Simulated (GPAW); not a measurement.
**A GW chain in GPAW: KMgH3 (Pm-3m)**

How does a plane-wave GW calculation on KMgH3 (Pm-3m) run from the first input to the gap?

Calculated with GPAW 26.7.0; LDA and many-body steps on it, plane waves.

## 1. The structure

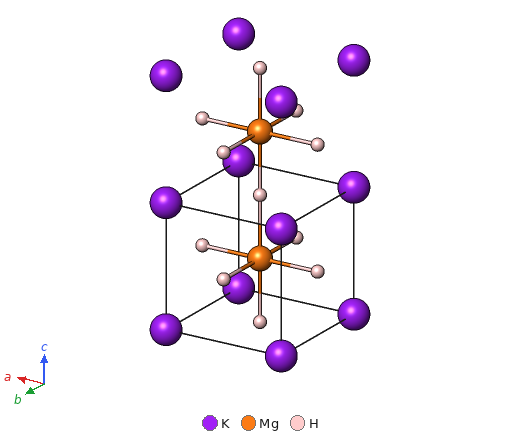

Start, viewed from a free direction; potassium purple, magnesium orange, hydrogen pink. 1×1×2 cells are drawn. Some periodic images of atoms are drawn too.

The cell and positions come from the Crystallography Open Database and are kept as given unless a step says otherwise.

## 2. Ground state

This step: GPAW 26.7.0; DFT, LDA, plane waves, PAW.

The ground-state density comes first.

run.py reads:

```python
import json
import numpy as np
from gpaw.mpi import world
from ase import Atoms
from gpaw import GPAW, PW, FermiDirac

atoms = Atoms(['K', 'Mg', 'H', 'H', 'H'],
    cell=[[4.0250000000, 0.0000000000, 0.0000000000],
      [0.0000000000, 4.0250000000, 0.0000000000],
      [0.0000000000, 0.0000000000, 4.0250000000]],
    scaled_positions=[[0.0000000000, 0.0000000000, 0.0000000000],
      [0.5000000000, 0.5000000000, 0.5000000000],
      [0.0000000000, 0.5000000000, 0.5000000000],
      [0.5000000000, 0.0000000000, 0.5000000000],
      [0.5000000000, 0.5000000000, 0.0000000000]],
    pbc=(True, True, True))
calc = GPAW(mode=PW(600),
    xc='LDA',
    kpts={'size': (6, 6, 6), 'gamma': True},
    occupations=FermiDirac(0.001),
    nbands=-8,
    convergence={'density': 1e-6, 'bands': -3},
    maxiter=100,
    txt='gs.txt')
atoms.calc = calc
res = {'energy': atoms.get_potential_energy()}
kpts = calc.get_ibz_k_points()
res['kpts'] = kpts
res['eigenvalues'] = [calc.get_eigenvalues(kpt=k) for k in range(len(kpts))]
res['n_electrons'] = calc.get_number_of_electrons()
calc.write('gs.gpw')

if world.rank == 0:
    with open('result.json', 'w') as f:
        json.dump(res, f, default=lambda x: x.tolist())
```

Started as:

```sh
mpirun -n 4 gpaw python run.py
```

Numbers of over 12 decimals in the logs are rounded to 6 here.

Log:

```text
__  _  _
 | _ |_)|_||  |
 |__||  | ||/\| - 26.7.0

Input parameters:
  mode=PW(ecut=600.0),
  convergence={'density': 1e-06, 'bands': -3},
  kpts=MonkhorstPack(size=(6, 6, 6), gamma=True),
  maxiter=100,
  nbands=-8,
  occupations=Occupations(name='fermi-dirac', width=0.001, fixmagmom=False),
  xc=XC(name='LDA')
  [... matrices ...]
Diagonalizing LCAO Hamiltonian
Converting LCAO to pw mode
   .---------.
  /|         |
 * |         |
 |H|   Mg    |
 | |  H      |
 | .---------.
 |/    H    /
 K---------*

Atoms  # Å, Bohr magnetons
|   | symbol |        x |        y |        z |    initial magnetic moments |
| 0 |      K | 0.000000 | 0.000000 | 0.000000 | ( 0.0000,  0.0000,  0.0000) |
| 1 |     Mg | 2.012500 | 2.012500 | 2.012500 | ( 0.0000,  0.0000,  0.0000) |
| 2 |      H | 0.000000 | 2.012500 | 2.012500 | ( 0.0000,  0.0000,  0.0000) |
| 3 |      H | 2.012500 | 0.000000 | 2.012500 | ( 0.0000,  0.0000,  0.0000) |
| 4 |      H | 2.012500 | 2.012500 | 0.000000 | ( 0.0000,  0.0000,  0.0000) |

Unit cell  # Å
| periodic |        x |        y |        z |  lengths |    angles |
|      yes | 4.025000 | 0.000000 | 0.000000 | 4.025000 | 90.000000 |
|      yes | 0.000000 | 4.025000 | 0.000000 | 4.025000 | 90.000000 |
|      yes | 0.000000 | 0.000000 | 4.025000 | 4.025000 | 90.000000 |

Number of symmetries: 48
Symmetry operations  # r_c * U_cc + t_c -> r_c
|    | kind |            matrix            |
|  0 |  E   |  1, 0, 0,  0, 1, 0,  0, 0, 1 |
|  1 |  σ   |  1, 0, 0,  0, 1, 0,  0, 0,-1 |
|  2 |  σ   |  1, 0, 0,  0, 0, 1,  0, 1, 0 |
|  3 |  C4  |  1, 0, 0,  0, 0, 1,  0,-1, 0 |
|  4 |  C4  |  1, 0, 0,  0, 0,-1,  0, 1, 0 |
|  5 |  σ   |  1, 0, 0,  0, 0,-1,  0,-1, 0 |
|  6 |  σ   |  1, 0, 0,  0,-1, 0,  0, 0, 1 |
|  7 |  C2  |  1, 0, 0,  0,-1, 0,  0, 0,-1 |
|  8 |  σ   |  0, 1, 0,  1, 0, 0,  0, 0, 1 |
|  9 |  C2  |  0, 1, 0,  1, 0, 0,  0, 0,-1 |
| 10 |  C3  |  0, 1, 0,  0, 0, 1,  1, 0, 0 |
| 11 |  S6  |  0, 1, 0,  0, 0, 1, -1, 0, 0 |
| 12 |  S6  |  0, 1, 0,  0, 0,-1,  1, 0, 0 |
| 13 |  C3  |  0, 1, 0,  0, 0,-1, -1, 0, 0 |
| 14 |  C4  |  0, 1, 0, -1, 0, 0,  0, 0, 1 |
| 15 |  S4  |  0, 1, 0, -1, 0, 0,  0, 0,-1 |
| 16 |  C3  |  0, 0, 1,  1, 0, 0,  0, 1, 0 |
| 17 |  S6  |  0, 0, 1,  1, 0, 0,  0,-1, 0 |
| 18 |  σ   |  0, 0, 1,  0, 1, 0,  1, 0, 0 |
| 19 |  C4  |  0, 0, 1,  0, 1, 0, -1, 0, 0 |
| 20 |  C2  |  0, 0, 1,  0,-1, 0,  1, 0, 0 |
| 21 |  S4  |  0, 0, 1,  0,-1, 0, -1, 0, 0 |
| 22 |  S6  |  0, 0, 1, -1, 0, 0,  0, 1, 0 |
| 23 |  C3  |  0, 0, 1, -1, 0, 0,  0,-1, 0 |
| 24 |  S6  |  0, 0,-1,  1, 0, 0,  0, 1, 0 |
| 25 |  C3  |  0, 0,-1,  1, 0, 0,  0,-1, 0 |
| 26 |  C4  |  0, 0,-1,  0, 1, 0,  1, 0, 0 |
| 27 |  σ   |  0, 0,-1,  0, 1, 0, -1, 0, 0 |
| 28 |  S4  |  0, 0,-1,  0,-1, 0,  1, 0, 0 |
| 29 |  C2  |  0, 0,-1,  0,-1, 0, -1, 0, 0 |
| 30 |  C3  |  0, 0,-1, -1, 0, 0,  0, 1, 0 |
| 31 |  S6  |  0, 0,-1, -1, 0, 0,  0,-1, 0 |
| 32 |  C4  |  0,-1, 0,  1, 0, 0,  0, 0, 1 |
| 33 |  S4  |  0,-1, 0,  1, 0, 0,  0, 0,-1 |
| 34 |  S6  |  0,-1, 0,  0, 0, 1,  1, 0, 0 |
| 35 |  C3  |  0,-1, 0,  0, 0, 1, -1, 0, 0 |
| 36 |  C3  |  0,-1, 0,  0, 0,-1,  1, 0, 0 |
| 37 |  S6  |  0,-1, 0,  0, 0,-1, -1, 0, 0 |
| 38 |  σ   |  0,-1, 0, -1, 0, 0,  0, 0, 1 |
| 39 |  C2  |  0,-1, 0, -1, 0, 0,  0, 0,-1 |
| 40 |  σ   | -1, 0, 0,  0, 1, 0,  0, 0, 1 |
| 41 |  C2  | -1, 0, 0,  0, 1, 0,  0, 0,-1 |
| 42 |  C2  | -1, 0, 0,  0, 0, 1,  0, 1, 0 |
| 43 |  S4  | -1, 0, 0,  0, 0, 1,  0,-1, 0 |
| 44 |  S4  | -1, 0, 0,  0, 0,-1,  0, 1, 0 |
| 45 |  C2  | -1, 0, 0,  0, 0,-1,  0,-1, 0 |
| 46 |  C2  | -1, 0, 0,  0,-1, 0,  0, 0, 1 |
| 47 |  i   | -1, 0, 0,  0,-1, 0,  0, 0,-1 |

BZ-sampling:
  Number of BZ points: 216
  Number of IBZ points: 20

  Monkhorst-Pack size: [6, 6, 6]
  Monkhorst-Pack shift: [0.083333, 0.083333, 0.083333]

K-points  # in reciprocal-cell coordinates
|     |                                coordinates |     weight |
|   0 | (  0.00000000,   0.00000000,   0.00000000) | 0.00462963 |
|   1 | (  0.16666667,   0.00000000,   0.00000000) | 0.02777778 |
|   2 | (  0.16666667,   0.16666667,   0.00000000) | 0.05555556 |
|   3 | (  0.16666667,   0.16666667,   0.16666667) | 0.03703704 |
|   4 | (  0.33333333,   0.00000000,   0.00000000) | 0.02777778 |
|   5 | (  0.33333333,   0.16666667,   0.00000000) | 0.11111111 |
|   6 | (  0.33333333,   0.16666667,   0.16666667) | 0.11111111 |
|   7 | (  0.33333333,   0.33333333,   0.00000000) | 0.05555556 |
|   8 | (  0.33333333,   0.33333333,   0.16666667) | 0.11111111 |
|   9 | (  0.33333333,   0.33333333,   0.33333333) | 0.03703704 |
| ... |                                            |            |
|  19 | (  0.50000000,   0.50000000,   0.50000000) | 0.00462963 |

Plane wave coefficients: 2212
Cutoff: 600.0 eV

Spin-components: 1 (collinear spins)
Bands:           19
Projectors:      19
Spin-degeneracy: 2
Datatype:        complex128

  Storage: CPU
  Wave functions: 12_822_720 bytes (3_205_680 per core)
  Projectors: 18_221_760 bytes (4_555_440 per core)
  [... matrices ...]
Parallelization:
  kpt:    4
  domain: 1
  band:   1

Density:
  Valence electrons: 22.0
  Components: 1
  Grid points: [24 24 24]
  Charge: 0.0  # |e|

Potential:
  Grid points: [24 24 24]

species:
  K:
    name:    Potassium
    Z:       19.0
    valence: 9
    core:    10
    charge:  0.0  # [|e|]
    compensation charges:
      type: gauss
      rc: 0.35  # [Å]
      lmax: 2
    cutoffs:
      filter: 1.91  # [Å]
      core: 1.27  # [Å]
    projectors
    | kind |    occ | energy [eV] | rcut [Å] |
    |   3s |  2.000 |     -35.177 |    1.122 |
    |   4s |  1.000 |      -2.428 |    1.122 |
    |   3p |  6.000 |     -18.839 |    1.106 |
    |    p |        |       8.373 |    1.106 |
    |    d |        |       0.000 |    0.937 |

    Using partial waves for K as LCAO basis

  Mg:
    name:    Magnesium
    Z:       12.0
    valence: 10
    core:    2
    charge:  0.0  # [|e|]
    compensation charges:
      type: gauss
      rc: 0.33  # [Å]
      lmax: 2
    cutoffs:
      filter: 1.86  # [Å]
      core: 0.54  # [Å]
    projectors
    | kind |    occ | energy [eV] | rcut [Å] |
    |   2s |  2.000 |     -79.291 |    1.090 |
    |   3s |  2.000 |      -4.782 |    1.090 |
    |   2p |  6.000 |     -46.725 |    1.085 |
    |   3p |  0.000 |      -1.374 |    1.085 |
    |    d |        |       0.000 |    1.037 |

    Using partial waves for Mg as LCAO basis

  H:
    name:    Hydrogen
    Z:       1.0
    valence: 1
    core:    0
    charge:  0.0  # [|e|]
    compensation charges:
      type: gauss
      rc: 0.15  # [Å]
      lmax: 2
    cutoffs:
      filter: 0.85  # [Å]
      core: 0.53  # [Å]
    projectors
    | kind |    occ | energy [eV] | rcut [Å] |
    |   1s |  1.000 |      -6.353 |    0.476 |
    |    s |        |      20.858 |    0.476 |
    |    p |        |       0.000 |    0.476 |

    Using partial waves for H as LCAO basis

Reference energy: -21804.286877  # eV

eigensolver:
  PPCG
  Converge bands: -3
  niter=2

density mixing:
  MSR1-Mixer
  Pratt-step length: 0.05
  Maximum mixing coefficient: 0.75
  Old densities: 10
  SVD Regularization: 0.005
  Good broyden scale: 1.0
  Trust region scale: 1.0
  Backstep threshold: 4.0
  History deletion threshold: 6.0
  Fourier metric: weight=20.0, sigma=0.015

occupation numbers:
  Fermi-Dirac:
    width: 0.0010  # eV

poisson solver:
  ecut: 4800.0  # eV

xc functional:
  name: None

Initialization done in: 1.340 s

convergence criteria:
- Maximum integral of absolute [dens]ity change: 1e-06 electrons / valence electron
- Maximum [total energy] change in last 3 cyles: 0.0005 eV / valence electron
- Maximum integral of absolute [eigenst]ate change: 4e-08 eV^2 / valence electron
maximum number of iterations: 100

SCF iterations
|iter     |     time |      energy | eigst |  dens |
|iter:   1|  |  -16.617091 | +1.07 |       |
|iter:   2|  |  -16.428042 | +0.45 | -1.00 |
|iter:   3|  |  -15.345270 | -0.07 | -1.03 |
|iter:   4|  |  -15.321833 | -1.25 | -1.70 |
|iter:   5|  |  -15.322399 | -2.47 | -2.31 |
|iter:   6|  |  -15.322472c| -3.28 | -2.86 |
|iter:   7|  |  -15.322472c| -4.19 | -4.06 |
|iter:   8|  |  -15.322472c| -4.80 | -4.85 |
|iter:   9|  |  -15.322472c| -5.64 | -5.41 |
|iter:  10|  |  -15.322472c| -6.19 | -6.41c|
|iter:  11|  |  -15.322472c| -6.84 | -7.01c|
|iter:  12|  |  -15.322472c| -7.38 | -8.25c|
|iter:  13|  |  -15.322472c| -7.92c| -8.84c|

Converged in 13 steps
SCF loop duration: 4.431 s (0.341 s/step)
Energy contributions relative to reference atoms: (reference = -21804.286877)
  [... matrices ...]
Energy contributions:
  Kinetic:           3.081931
  Coulomb:          -2.460208
  Zero:             -0.761924
  External:          0.000000
  Xc:              -15.182271
  Entropy:          -0.000000
  Spinorbit:         0.000000
  ----------------------------
  Free energy:     -15.322472
  Extrapolated:    -15.322472

dipole moment: (-16.602458, -16.602458, -16.602458)  # |e|*Ang

Fermi level: 1.674
Eigenvalues  # (at kpt = [0.000, 0.000, 0.000])
| band index |      eig [eV] | occ [0-2] |
|          0 |       -72.435 |     2.000 |
|        ... |               |           |
|          3 |       -39.882 |     2.000 |
|          4 |       -27.397 |     2.000 |
|          5 |       -11.092 |     2.000 |
|          6 |       -11.092 |     2.000 |
|          7 |       -11.092 |     2.000 |
|          8 |        -4.277 |     2.000 |
|          9 |         0.857 |     2.000 |
|         10 |         0.857 |     2.000 |
|         11 |         6.834 |     0.000 |
|         12 |         6.834 |     0.000 |
|         13 |         6.834 |     0.000 |
|         14 |         9.163 |     0.000 |
|         15 |         9.163 |     0.000 |
|         16 |        10.033 |     0.000 |
|         17 |        10.033 |     0.000 |
|         18 |        10.808 |     0.000 |

Gap: 2.058 eV
Transition (v -> c):
  (s=0, k=10, n=10, [0.50, 0.00, 0.00]) -> (s=0, k=19, n=11, [0.50, 0.50, 0.50])
Direct/indirect transitions are different
Direct gap: 4.218 eV
Transition at: (s=0, k=19, n=10, [0.50, 0.50, 0.50])
# Writing to gs.gpw (mode='')
  [... matrices ...]
```

It took 7.5 s on 4 MPI ranks of Arm Neoverse V1, shared host; peak memory 0.66 GiB; 30 s of CPU time.

This step gave:

```
total energy               : -15.32 eV
gap                        : 2.058 eV
k of the valence top       : 0.5, 0, 0
k of the conduction bottom : 0.5, 0.5, 0.5
least direct gap           : 4.218 eV
```

The gap is indirect, with the least direct gap 2.16 eV higher.

## 3. Bands along the symmetry lines

The cheap functional maps the bands first; the places of the edges decide which points the dearer methods must see.

run.py reads:

```python
import json
import numpy as np
from gpaw.mpi import world
from gpaw import GPAW

path = [[0.000000, 0.000000, 0.000000],
    [0.000000, 0.062500, 0.000000],
    [0.000000, 0.125000, 0.000000],
    [0.000000, 0.187500, 0.000000],
    [0.000000, 0.250000, 0.000000],
    [0.000000, 0.312500, 0.000000],
    [0.000000, 0.375000, 0.000000],
    [0.000000, 0.437500, 0.000000],
    [0.000000, 0.500000, 0.000000],
    [0.062500, 0.500000, 0.000000],
    [0.125000, 0.500000, 0.000000],
    [0.187500, 0.500000, 0.000000],
    [0.250000, 0.500000, 0.000000],
    [0.312500, 0.500000, 0.000000],
    [0.375000, 0.500000, 0.000000],
    [0.437500, 0.500000, 0.000000],
    [0.500000, 0.500000, 0.000000],
    [0.437500, 0.437500, 0.000000],
    [0.375000, 0.375000, 0.000000],
    [0.312500, 0.312500, 0.000000],
    [0.250000, 0.250000, 0.000000],
    [0.187500, 0.187500, 0.000000],
    [0.125000, 0.125000, 0.000000],
    [0.062500, 0.062500, 0.000000],
    [0.000000, 0.000000, 0.000000],
    [0.062500, 0.062500, 0.062500],
    [0.125000, 0.125000, 0.125000],
    [0.187500, 0.187500, 0.187500],
    [0.250000, 0.250000, 0.250000],
    [0.312500, 0.312500, 0.312500],
    [0.375000, 0.375000, 0.375000],
    [0.437500, 0.437500, 0.437500],
    [0.500000, 0.500000, 0.500000],
    [0.437500, 0.500000, 0.437500],
    [0.375000, 0.500000, 0.375000],
    [0.312500, 0.500000, 0.312500],
    [0.250000, 0.500000, 0.250000],
    [0.187500, 0.500000, 0.187500],
    [0.125000, 0.500000, 0.125000],
    [0.062500, 0.500000, 0.062500],
    [0.000000, 0.500000, 0.000000],
    [0.500000, 0.500000, 0.500000],
    [0.500000, 0.500000, 0.437500],
    [0.500000, 0.500000, 0.375000],
    [0.500000, 0.500000, 0.312500],
    [0.500000, 0.500000, 0.250000],
    [0.500000, 0.500000, 0.187500],
    [0.500000, 0.500000, 0.125000],
    [0.500000, 0.500000, 0.062500],
    [0.500000, 0.500000, 0.000000]]
calc = GPAW('gs.gpw').fixed_density(kpts=path,
    symmetry='off',
    nbands=21,
    convergence={'bands': 17},
    txt='bands.txt')
res = {}
kpts = calc.get_ibz_k_points()
res['kpts'] = kpts
res['eigenvalues'] = [calc.get_eigenvalues(kpt=k) for k in range(len(kpts))]
res['n_electrons'] = calc.get_number_of_electrons()

if world.rank == 0:
    with open('result.json', 'w') as f:
        json.dump(res, f, default=lambda x: x.tolist())
```

Started as:

```sh
mpirun -n 4 gpaw python run.py
```

Log:

```text
Diagonalizing LCAO Hamiltonian
Converting LCAO to pw mode
convergence criteria:
- Maximum integral of absolute [eigenst]ate change: 4e-08 eV^2 / valence electron
maximum number of iterations: 100

SCF iterations
|iter     |     time |      energy | eigst |  dens |
|iter:   1|  |             | +1.80 |       |
|iter:   2|  |             | +0.81 |       |
|iter:   3|  |             | +0.20 |       |
[...]
|iter:  11|  |             | -6.49 |       |
|iter:  12|  |             | -6.93 |       |
|iter:  13|  |             | -7.44c|       |
SCF steps: 13
  __  _  _
 | _ |_)|_||  |
 |__||  | ||/\| - 26.7.0

Input parameters:
  mode=PW(ecut=600.0),
  convergence={'bands': 17},
  gpts=array([24, 24, 24]),
  kpts=KPoints(kpts=array([[0.    , 0.    , 0.    ],
         [0.    , 0.0625, 0.    ],
         [0.    , 0.125 , 0.    ],
         [0.    , 0.1875, 0.    ],
         [0.    , 0.25  , 0.    ],
         [0.    , 0.3125, 0.    ],
         [0.    , 0.375 , 0.    ],
         [0.    , 0.4375, 0.    ],
[...]
[0.0625, 0.5   , 0.    ],
[...]
[0.1875, 0.5   , 0.    ],
[...]
[0.3125, 0.5   , 0.    ],
[...]
[0.4375, 0.5   , 0.    ],
[...]
[0.4375, 0.4375, 0.    ],
[...]
[0.3125, 0.3125, 0.    ],
[...]
[0.1875, 0.1875, 0.    ],
[...]
[0.0625, 0.0625, 0.    ],
[...]
[0.0625, 0.0625, 0.0625],
[...]
[0.1875, 0.1875, 0.1875],
[...]
[0.3125, 0.3125, 0.3125],
[...]
[0.4375, 0.4375, 0.4375],
[...]
[0.4375, 0.5   , 0.4375],
[...]
[0.3125, 0.5   , 0.3125],
[...]
[0.1875, 0.5   , 0.1875],
[...]
[0.0625, 0.5   , 0.0625],
[...]
[0.5   , 0.5   , 0.4375],
[...]
[0.5   , 0.5   , 0.3125],
         [0.5   , 0.5   , 0.25  ],
         [0.5   , 0.5   , 0.1875],
         [0.5   , 0.5   , 0.125 ],
         [0.5   , 0.5   , 0.0625],
         [0.5   , 0.5   , 0.    ]])),
  maxiter=100,
  nbands=21,
  occupations=Occupations(name='fermi-dirac', width=0.001, fixmagmom=False),
  parallel={},
  symmetry=Symmetry(point_group=False, time_reversal=False),
  xc=XC(name='LDA')
  [... matrices ...]
timing:  # [seconds]
  Total: 0.024  # ━━━━━━━━━━━━━━━━━━━━━━━━━━━━━━━━━━━━━━━━━━━━━━━━━━━━━━━━━━━
```

Elapsed: 12 s, on 4 MPI ranks; peak memory 0.74 GiB.

This step gave:

```yaml
gap: 2.058 eV
k_of_the_valence_top: 0, 0.5, 0
k_of_the_conduction_bottom: 0.5, 0.5, 0.5
least_direct_gap: 4.218 eV
```

The gap is 2.058 eV, as in the run before at this level.

Electronic bands along the path, in eV, zero at the top of the highest filled band:

| point | band 8 | band 9 | band 10 | band 11 | band 12 | band 13 | band 14 | band 15 |
| --- | --- | --- | --- | --- | --- | --- | --- | --- |
| Γ | -12.44 | -5.63 | -0.49 | -0.49 | 5.49 | 5.49 | 5.49 | 7.81 |
| X | -12.42 | -3.93 | -2.88 | 0.00 | 5.06 | 5.06 | 5.53 | 7.32 |
| M | -12.40 | -3.02 | -2.00 | -2.00 | 3.27 | 6.02 | 6.58 | 6.58 |
| Γ | -12.44 | -5.63 | -0.49 | -0.49 | 5.49 | 5.49 | 5.49 | 7.81 |
| R | -12.58 | -2.16 | -2.16 | -2.16 | 2.06 | 5.34 | 5.34 | 5.34 |
| X | -12.42 | -3.93 | -2.88 | 0.00 | 5.06 | 5.06 | 5.53 | 7.32 |
| jump to R | -12.58 | -2.16 | -2.16 | -2.16 | 2.06 | 5.34 | 5.34 | 5.34 |
| M | -12.40 | -3.02 | -2.00 | -2.00 | 3.27 | 6.02 | 6.58 | 6.58 |

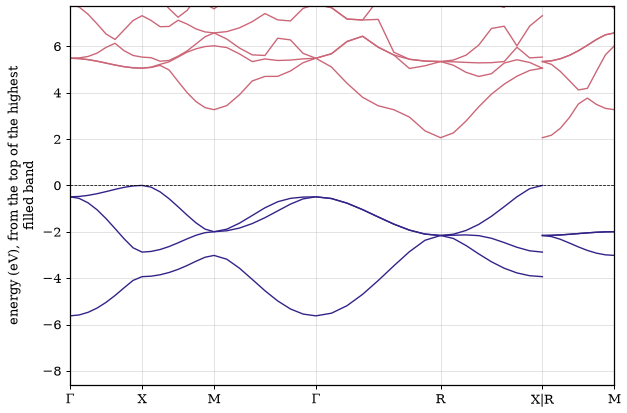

Electronic bands along the path; lines of filled and empty bands in two colours.

## 4. Empty states on the mesh, 4×4×4 mesh, 428 bands

The sums over transitions need many empty states on a uniform mesh; this step solves for them.

run.py reads:

```python
import json
import numpy as np
from gpaw.mpi import world
from gpaw import GPAW

calc = GPAW('gs.gpw').fixed_density(kpts={'size': (4, 4, 4), 'gamma': True},
    parallel={'domain': 1, 'band': 1},
    txt='nscf.txt')
calc.diagonalize_full_hamiltonian(nbands=428)
calc.write('full.gpw', mode='all')
res = {}
kpts = calc.get_ibz_k_points()
res['kpts'] = kpts
res['eigenvalues'] = [calc.get_eigenvalues(kpt=k) for k in range(len(kpts))]
res['n_electrons'] = calc.get_number_of_electrons()

if world.rank == 0:
    with open('result.json', 'w') as f:
        json.dump(res, f, default=lambda x: x.tolist())
```

Started as:

```sh
mpirun -n 4 gpaw python run.py
```

Log:

```text
Diagonalizing LCAO Hamiltonian
Converting LCAO to pw mode
convergence criteria:
- Maximum integral of absolute [eigenst]ate change: 4e-08 eV^2 / valence electron
maximum number of iterations: 100

SCF iterations
|iter     |     time |      energy | eigst |  dens |
|iter:   1|  |             | +1.16 |       |
|iter:   2|  |             | +0.67 |       |
|iter:   3|  |             | +0.20 |       |
[...]
|iter:  18|  |             | -7.28 |       |
|iter:  19|  |             | -7.39 |       |
|iter:  20|  |             | -7.44c|       |
SCF steps: 20
  __  _  _
 | _ |_)|_||  |
 |__||  | ||/\| - 26.7.0

Input parameters:
  mode=PW(ecut=600.0),
  convergence={'density': 1e-06, 'bands': -3},
  gpts=array([24, 24, 24]),
  kpts=MonkhorstPack(size=(4, 4, 4), gamma=True),
  maxiter=100,
  nbands=19,
  occupations=Occupations(name='fermi-dirac', width=0.001, fixmagmom=False),
  parallel={'domain': 1, 'band': 1},
  xc=XC(name='LDA')
Matrix size: 2172x2172
# Writing to full.gpw (mode='all')
  [... matrices ...]

timing:  # [seconds]
  Total: 31.290  # ━━━━━━━━━━━━━━━━━━━━━━━━━━━━━━━━━━━━━━━━━━━━━━━━━━━━━━━━━━
```

It took 38 s on 4 MPI ranks; peak memory 2.2 GiB.

This step gave:

```
gap                                                           : 2.058 eV
k of the valence top                                          : 0.5, 0, 0
k of the conduction bottom                                    : 0.5, 0.5, 0.5
least direct gap                                              : 4.218 eV
k points computed                                             : 10
lowest point of the top converged band, above the valence top : 187.9517 eV
```

On this mesh the gap is 2.058 eV.

(Continued in part 2 of 2.)

[Paths, hosts, dates, memory and timing lines, banners, echoed tables and standing remarks are left out of the program output.]

[Logs are printed without paths, hosts, clocks, repeated set-up lines and the standing remarks that a program may print on its own settings, such as how far it seeks lower states.]

[Runs of the session that timed out or met a known fault of the program may be left out.]

[Hosts, paths, dates, database ids (printed as entryN), source tags and the programs' standing remarks are cut or masked in the printed files.]
